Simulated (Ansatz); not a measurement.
**BNH₅+ (SMILES B[NH3+]): single points off equilibrium**

How do the functionals fare away from a minimum? The structure is a structure displaced at random from a GFN2-xTB minimum.

Computed with Ansatz 0.2.0, Gaussian basis. Level: single points in def2-TZVPP.

Correlated methods freeze the cores.

### 1 Starting geometry

SMILES `B[NH3+]`, 7 atoms, charge 1, spin multiplicity 1.

Atoms are counted from 1 here; the program's logs count them from 0.

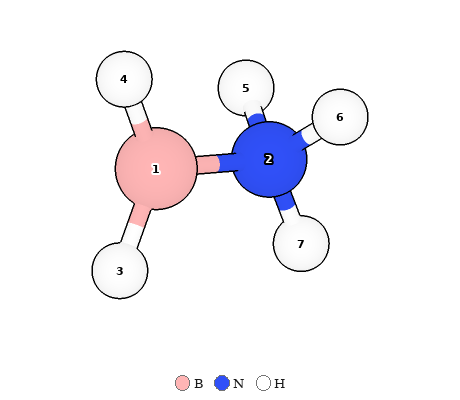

Start geometry, drawn with boron pink, nitrogen blue, hydrogen white; atoms are numbered from 1 in the order of the file.

Coordinates:

```
B    -0.15110   -0.86200    0.06740
N     0.18840    0.60480   -0.09670
H     0.70870   -1.49040    0.50360
H    -1.25600   -1.22590   -0.08740
H    -0.05640    0.87660   -1.12040
H    -0.54600    1.08740    0.50290
H     1.15810    0.90660    0.15840
```

### 2 CCSD(T)/def2-TZVPP

run/in.yaml reads:

```yaml
crystal:
  periodic: [false, false, false]
  atoms:
    - {symbol: B, position_ang: [-0.151100, -0.862000, 0.067400]}
    - {symbol: N, position_ang: [0.188400, 0.604800, -0.096700]}
    - {symbol: H, position_ang: [0.708700, -1.490400, 0.503600]}
    - {symbol: H, position_ang: [-1.256000, -1.225900, -0.087400]}
    - {symbol: H, position_ang: [-0.056400, 0.876600, -1.120400]}
    - {symbol: H, position_ang: [-0.546000, 1.087400, 0.502900]}
    - {symbol: H, position_ang: [1.158100, 0.906600, 0.158400]}
basis:
  gaussian: {orbitals: def2-TZVPP}
total_charge: 1
correlation: {method: ccsd_t}
output: {forces: true}
```

The command line of these runs was not kept.

### 3 PBE0-D4/def2-TZVPP

Changes to run/in.yaml since step 2:

```diff
@@ -13,3 +13,3 @@
 total_charge: 1
-correlation: {method: ccsd_t}
-output: {forces: true}
+hamiltonian: {xc: pbe0, dispersion: d4}
+output: {forces: true, orbitals: {seedname: orbitals}}
```

### 4 wB97M-V/def2-TZVPP

Changes to run/in.yaml since step 3:

```diff
@@ -13,3 +13,3 @@
 total_charge: 1
-hamiltonian: {xc: pbe0, dispersion: d4}
-output: {forces: true, orbitals: {seedname: orbitals}}
+hamiltonian: {xc: {name: wB97M-V}}
+output: {forces: true}
```

### 5 r2SCAN-D4/def2-TZVPP

Changes to run/in.yaml since step 4:

```diff
@@ -13,3 +13,3 @@
 total_charge: 1
-hamiltonian: {xc: {name: wB97M-V}}
+hamiltonian: {xc: r2scan, dispersion: d4}
 output: {forces: true}
```

### 6 PBE-D4/def2-TZVPP

Changes to run/in.yaml since step 5:

```diff
@@ -13,3 +13,3 @@
 total_charge: 1
-hamiltonian: {xc: r2scan, dispersion: d4}
+hamiltonian: {xc: pbe, dispersion: d4}
 output: {forces: true}
```

### 7 SPW92/def2-TZVPP

Changes to run/in.yaml since step 6:

```diff
@@ -13,3 +13,3 @@
 total_charge: 1
-hamiltonian: {xc: pbe, dispersion: d4}
+hamiltonian: {xc: lda}
 output: {forces: true}
```

### 8 B97M-V/def2-TZVPP

Changes to run/in.yaml since step 7:

```diff
@@ -13,3 +13,3 @@
 total_charge: 1
-hamiltonian: {xc: lda}
+hamiltonian: {xc: {name: B97M-V}}
 output: {forces: true}
```

(Steps that only read results are left out.)

What does the calculation give? Wanted: energy less free atoms, CCSD(T)/def2-TZVPP; RMS force component; RMS force error; HOMO and LUMO, PBE0-D4; T1 diagnostic.

The runs gave:

| quantity | value |
| --- | --- |
| energy less free atoms, CCSD(T)/def2-TZVPP | -358.2 kcal/mol |
| RMS force component | 0.645 to 0.870 eV/Å over the methods |
| RMS force error | PBE0-D4 0.110, wB97M-V 0.060, r2SCAN-D4 0.085, PBE-D4 0.195, SPW92 0.382, B97M-V 0.115 eV/Å |
| HOMO and LUMO, PBE0-D4 | -16.09 and -7.71 eV |
| T1 diagnostic | 0.006 |

**Reading.** Against CCSD(T) the functionals' energies less atoms differ by -79.6 to -11.5 kcal/mol, PBE-D4 by -17.9 kcal/mol. A larger basis would deepen the CCSD(T) value, while the functionals are nearly converged already, so the order here is not reliable. The forces of wB97M-V come nearest to CCSD(T), those of SPW92 are farthest. Frozen-core CCSD(T) forces in triple zeta carry basis errors of their own, and this is one geometry, so small gaps rank nothing.
